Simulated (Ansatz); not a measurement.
# C₂HSi (doublet): wave-function methods side by side at a displaced geometry (v1), cc-pVDZ

Aim: climb from Hartree-Fock through coupled cluster and multireference methods for C₂HSi (doublet) at one geometry and basis, and see what each rung misses.

Computed with Ansatz 0.2.0, Gaussian basis. Level: cc-pVDZ, core rule «outside noble gas», up to 7 orbitals frozen.

The runs, in order: UHF; CCSD(T) on ROHF; CCSD(T) on UHF; BCCD(T) on ROHF; CISD as a restricted active space (open shells left free, so some higher excitations enter); CCSDT(Q) on ROHF; CCSDT(Q) on UHF; CASSCF and MRCISD+Q, 9 electrons in 9 orbitals; CASSCF and NEVPT2, 9 electrons in 9 orbitals.

23 further runs of the same task are left out: 8 that didn't finish, 15 set aside as unsound or not needed. Runs told in other sessions of the task aren't counted.

**1. The geometry**

The geometry is a PBE0/def2-TZVP stationary point (not a proven minimum) with its atoms shifted at random (size 0.040 Å).

4 atoms, charge 0, spin multiplicity 2.

Atoms are counted from 1 here; the program's logs count them from 0.

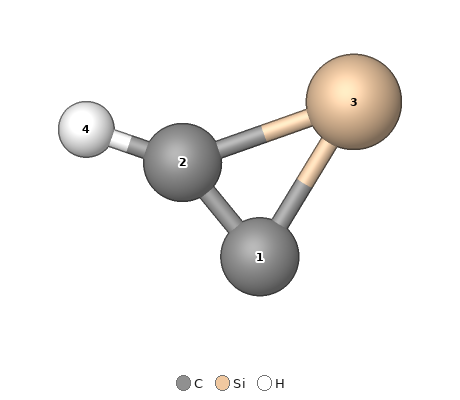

The structure; carbon grey, silicon light orange, hydrogen white; atoms are numbered from 1 in the order of the file.

**2. UHF**

in.yaml

```yaml
crystal:
  periodic: [false, false, false]
  atoms:
    - {symbol: C, position_ang: [-0.023677, -0.835773, 0.800246]}
    - {symbol: C, position_ang: [-0.024510, 0.426963, 1.040314]}
    - {symbol: Si, position_ang: [0.023454, 0.131261, -0.850466]}
    - {symbol: H, position_ang: [-0.079323, 1.213925, 1.765325]}
basis:
  gaussian: {orbitals: cc-pVDZ}
magnetization: {spin_polarized: true, initial_magnetization: 1}
hamiltonian: {xc: hf}
output: {orbitals: {seedname: orbitals}}
```

Command:

```sh
$ ansatz run in.yaml --threads 1 --pin off --events-out ev --progress --plain --max-ram 2393MiB
```

Further steps of the session: CCSD(T) on ROHF; CCSD(T) on UHF; BCCD(T) on ROHF; CISD as a restricted active space (open shells left free, so some higher excitations enter); CCSDT(Q) on ROHF; CCSDT(Q) on UHF; CASSCF and MRCISD+Q, 9 electrons in 9 orbitals; CASSCF and NEVPT2, 9 electrons in 9 orbitals.

**Question.** What will the summary of the whole plan be? Wanted: UCCSDT(Q) from the RHF energy; RMP2 from UCCSDT(Q); UMP2 from UCCSDT(Q); RCCSD from UCCSDT(Q); RCCSD(T) from UCCSDT(Q); UCCSD(T) from UCCSDT(Q); RCCSDT(Q) from UCCSDT(Q); NEVPT2 frontier from UCCSDT(Q); MRCISD+Q frontier from UCCSDT(Q).

**Answer**, as computed:

```
                         quantity              value
    UCCSDT(Q) from the ROHF energy         -9.8865 eV
              RMP2 from UCCSDT(Q)        +1182.4 meV
              UMP2 from UCCSDT(Q)        +1298.9 meV
             RCCSD from UCCSDT(Q)         +546.0 meV
          RCCSD(T) from UCCSDT(Q)          +64.3 meV
          UCCSD(T) from UCCSDT(Q)          +69.4 meV
         RCCSDT(Q) from UCCSDT(Q)           +2.2 meV
   NEVPT2 frontier from UCCSDT(Q)        +1130.3 meV
 MRCISD+Q frontier from UCCSDT(Q)         +117.7 meV
levels within 1 kcal/mol (43 meV)  UCCSDT, RCCSDT(Q)
                    T1 diagnostic              0.026
```

**Reading.** RCCSD(T) misses by +64.3 meV, 0.7 % of the correlation energy. Of the multireference levels listed MRCISD+Q frontier comes nearest in total energy (+117.7 meV), which doesn't show that its space is the better one. These misses are within one basis, not against nature; the frozen cores of restricted and unrestricted runs differ, which can shift their rows.

With open shells the CI space here admits some higher excitations, so it is larger than plain CISD.
